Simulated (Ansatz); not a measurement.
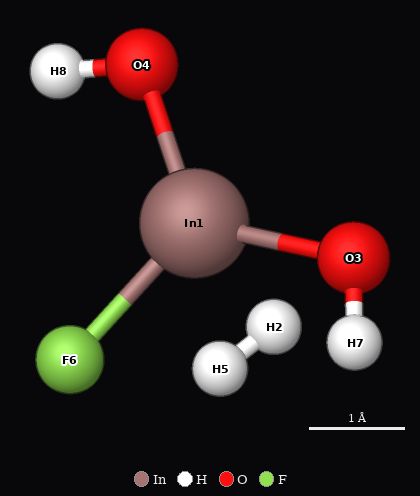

*The structure as given in the input (ball-and-stick view, seen at a tilt; atoms are numbered from 1 in the order of the input). Sticks mark near contacts.*

# Single-point calculation, with input and output: InH$_{4}$O$_{2}$F

The run: single-point calculation of InH$_{4}$O$_{2}$F. Method and program: RKS PBE0-D4/def2-TZVPP (Ansatz 0.2.0).

The geometry is the product side of a reaction. The reaction was set up to form In1–F6 and H2–H5 and to break In1–H2 and H5–F6 (atoms counted from 1 in the order of the input); sticks are drawn by distance alone. The geometry comes from this level: PBE0-D4/def2-TZVP.

## What the program printed
```
Functional definition: PBE0
  name "PBE0"
  cite "Adamo & Barone, J. Chem. Phys. 110, 6158 (1999) doi:10.1063/1.478522"
  cite "Perdew, Burke & Ernzerhof, Phys. Rev. Lett. 77, 3865 (1996) doi:10.1103/PhysRevLett.77.3865"
  parent pbe
  parameter a = 0.25
  parameter kappa = 0.804
  parameter beta = 0.06672455060314922
  exchange = (1 - a)*pbe_x(kappa = kappa, mu = beta*pi^2/3) + a*exact_x
  correlation = pbe_c(beta = beta)
1175 factors; their error is unknown
mean field evaluation 1: about -12034.0517 eV, gradient 8.9e1 eV
mean field evaluation 2: about -11991.2585 eV, gradient 1.7e2 eV
mean field evaluation 4: about -12046.6249 eV, gradient 1.5e1 eV
mean field evaluation 8: about -12047.0178 eV, gradient 2.8e-1 eV
mean field evaluation 16: about -12047.0179 eV, gradient 2.3e-5 eV
mean field -12047.01790119 eV, -442.7197421067 hartree, gradient 2.3e-5 eV, S^2 0.000000; 0 other end points of the search recorded, 0 dependent functions left out
reference -12047.01795334 eV, -442.7197440232 hartree; 25, 25 occupied and 174, 174 virtual orbitals, 1175 factors
Total energy: -12047.11784397 eV, -442.7234149360 hartree
```

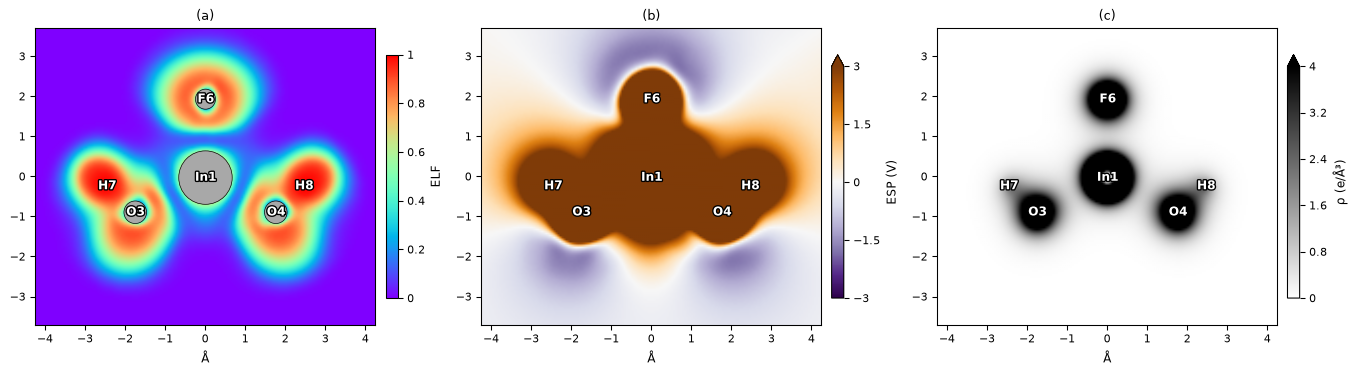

*(a) electron localisation function; (b) molecular electrostatic potential; (c) electron density on the plane of atoms O4, In1 and F6. Grey discs, where drawn, cover atomic cores.*

In–O (1.96 Å): ρ is about 0.84 e/Å³ halfway; the ELF peaks at about 0.85 in the valence shell of O, 0.6 Å from its nucleus, and drops to about 0.15 between the two atoms.

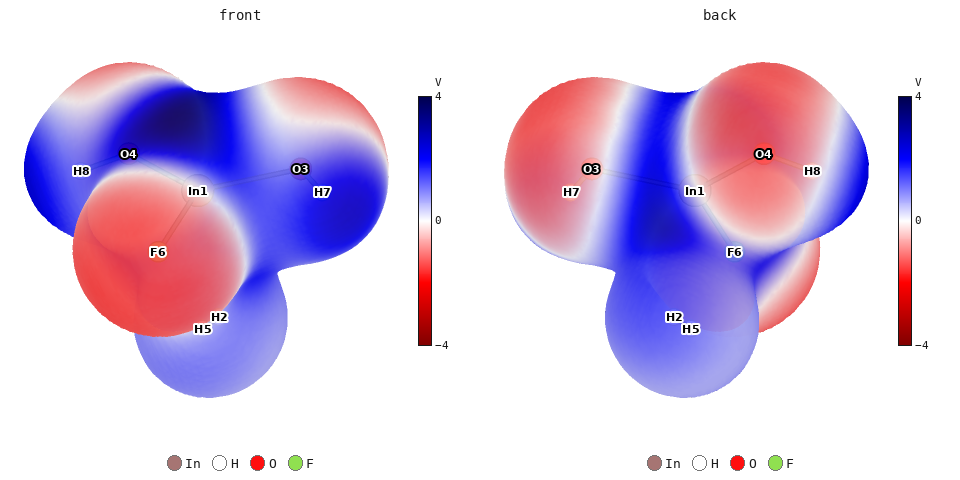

*The electrostatic potential painted on the density surface at 0.002 e/bohr³, seen at a tilt and from behind; red is negative and blue positive.*

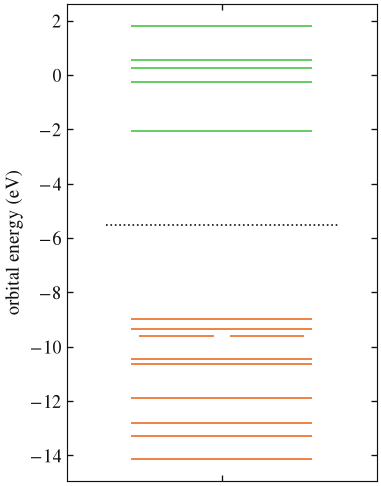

*Orbital energies near the frontier; the dotted line parts filled from empty levels, and levels within 0.02 eV of each other stand side by side.*

Highest filled −8.99 eV, lowest empty −2.06 eV, 6.93 eV apart.

This output came from the following input.

## Input file
```yaml
crystal:
  periodic: [false, false, false]
  atoms:
    - {symbol: In, position_ang: [-0.566616, 0.236017, -0.168400]}
    - {symbol: H, position_ang: [1.797315, -1.012198, 0.387497]}
    - {symbol: O, position_ang: [-0.174844, 0.403787, -2.079728]}
    - {symbol: O, position_ang: [-1.649881, -1.139995, 0.707936]}
    - {symbol: H, position_ang: [1.842499, -0.367072, 0.770132]}
    - {symbol: F, position_ang: [0.118748, 1.662255, 0.984315]}
    - {symbol: H, position_ang: [0.350130, 1.190300, -2.254282]}
    - {symbol: H, position_ang: [-1.717352, -0.973095, 1.652531]}
basis:
  gaussian: {orbitals: def2-TZVPP}
hamiltonian: {xc: pbe0, dispersion: d4}
output: {orbitals: {seedname: orbitals}}
```

Command:
```bash
ansatz run in.yaml --threads 4 --pin off --events-out ev --progress --plain --max-ram 9574MiB
```

## Summary

| quantity | value |
| --- | --- |
| outcome | converged |
| total energy | −12047.1178 eV |
| mean-field energy | −12047.0180 eV |
| dispersion energy | −0.0999 eV |
| SCF solution under orbital rotations | stable |
| HOMO | −8.99 eV |
| LUMO | −2.06 eV |
| hardware | 4 threads of Arm Neoverse V1, 23 GiB of memory available, shared host |
| wall time | 1.6 s (CPU time 6 s) |
| peak memory | 0.43 GiB |
